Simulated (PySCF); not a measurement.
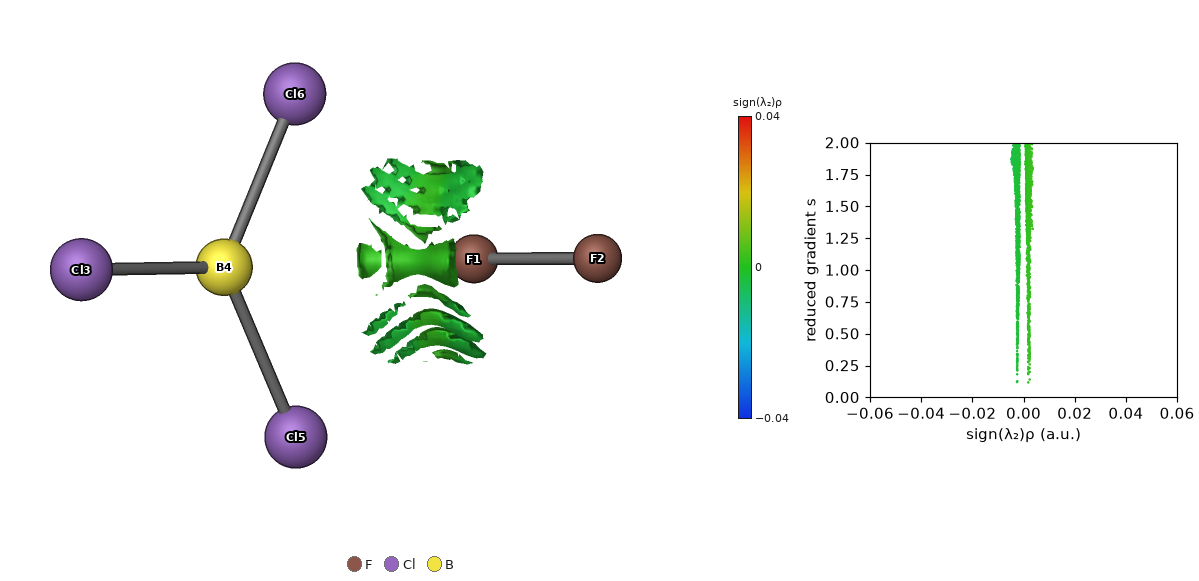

*BCl₃F₂, SMILES `FF.ClB(Cl)Cl`. Non-covalent interaction surfaces between the fragments (reduced density gradient s = 0.5, coloured by sign(λ₂)ρ in a.u.; trimmed to the region between the fragments where ρ is under 0.06 a.u.). Fragment A: F2 (atoms 1–2); fragment B: BCl3. The plot gives s against sign(λ₂)ρ for grid points between the fragments.*

Level of theory: HF/6-31+G* (PySCF), at a geometry from GFN2-xTB. GFN2-xTB bond lengths at metals and heavier atoms can be off by up to 0.1 Å and shapes distorted, which carries into these values.

The calculation's input:

```python
import numpy as np
from pyscf import gto, scf, dft
from pyscf.scf import atom_ks, atom_hf
from scipy.linalg import block_diag
from pyscf.dispersion import dftd3

def solve(mol, dm0=None, hcore=None):
    mf = scf.UHF(mol) if mol.spin else scf.RHF(mol)
    mf = mf.density_fit(auxbasis='def2-universal-jkfit')
    mf.conv_tol, mf.max_cycle = 1e-8, 80
    if hcore is not None:
        mf.get_hcore = lambda *args: hcore
    mf.kernel(dm0)
    if not mf.converged:
        mf = mf.newton().run(mf.mo_coeff, mf.mo_occ, max_cycle=30)
    assert mf.converged, 'SCF not converged'
    return mf

mol = gto.M(atom='''
F     -3.04999     0.00806    -0.76339
F     -3.12195    -0.01475     0.63676
Cl     2.71262    -0.00179    -0.07525
B      0.99123     0.00370     0.02053
Cl     0.12894     1.49463     0.07074
Cl     0.13441    -1.49040     0.06552
''', basis='6-31+g*', charge=0, spin=0, verbose=4)
mol_a = gto.M(atom='''
F     -3.04999     0.00806    -0.76339
F     -3.12195    -0.01475     0.63676
ghost-Cl     2.71262    -0.00179    -0.07525
ghost-B      0.99123     0.00370     0.02053
ghost-Cl     0.12894     1.49463     0.07074
ghost-Cl     0.13441    -1.49040     0.06552
''', basis='6-31+g*', charge=0, spin=0, verbose=4)
mol_b = gto.M(atom='''
ghost-F     -3.04999     0.00806    -0.76339
ghost-F     -3.12195    -0.01475     0.63676
Cl     2.71262    -0.00179    -0.07525
B      0.99123     0.00370     0.02053
Cl     0.12894     1.49463     0.07074
Cl     0.13441    -1.49040     0.06552
''', basis='6-31+g*', charge=0, spin=0, verbose=4)
ab, a, b = solve(mol), solve(mol_a), solve(mol_b)
e_int = ab.e_tot - a.e_tot - b.e_tot
print('counterpoise-corrected interaction energy / kcal/mol', e_int * 627.5095)
def disp(atoms, charge):
    m = gto.M(atom=atoms, charge=charge, basis='sto-3g', spin=None, unit='Bohr', verbose=0)
    return dftd3.DFTD3Dispersion(m, xc='hf', version='d3bj').get_dispersion()['energy']
e_disp = disp(mol._atom, mol.charge) - disp(mol._atom[:2], mol_a.charge) - disp(mol._atom[2:], mol_b.charge)
print('D3(BJ) part / kcal/mol', e_disp * 627.5095)
# spherically averaged free atoms, for the promolecule
atm = scf.atom_hf.get_atm_nrhf(mol)
pro = block_diag(*[(atm[a[0]][2] * atm[a[0]][3]) @ atm[a[0]][2].T for a in mol._atom])
np.savez('result.npz', e_int=e_int, e_disp=e_disp, dm_a=a.make_rdm1(), dm_b=b.make_rdm1(), c=ab.mo_coeff, occ=ab.mo_occ, eps=ab.mo_energy, pro=pro, d=[f.dip_moment(verbose=0) for f in (ab, a, b)])
```

Run with:

```sh
OMP_NUM_THREADS=1 python input.py
```

The run took 4.6 s on 1 thread of Arm Neoverse V2 (shared host), peak memory 0.26 GiB.

Partitions, critical points and surface values were worked out afterwards from this run's density.

> Which interactions hold the two fragments together?

Bond critical points between the fragments: F1···Cl5, 3.61 Å, ρ = 0.003 a.u.; F1···Cl6, 3.62 Å, ρ = 0.003 a.u.; F2···Cl6, 3.62 Å, ρ = 0.003 a.u.; F2···Cl5, 3.63 Å, ρ = 0.002 a.u. All are weak and appear green (van der Waals range). Several contacts close a ring, whose ring point adds a part with positive λ₂ between them. The pose is a local one from a semi-empirical search, not shown to be the most stable.

> How strongly are they bound?

The counterpoise-corrected interaction energy of the frozen fragments is +0.6 kcal/mol without dispersion correction and −0.3 kcal/mol with D3(BJ). The pair geometry is semi-empirical, not a minimum at this level.
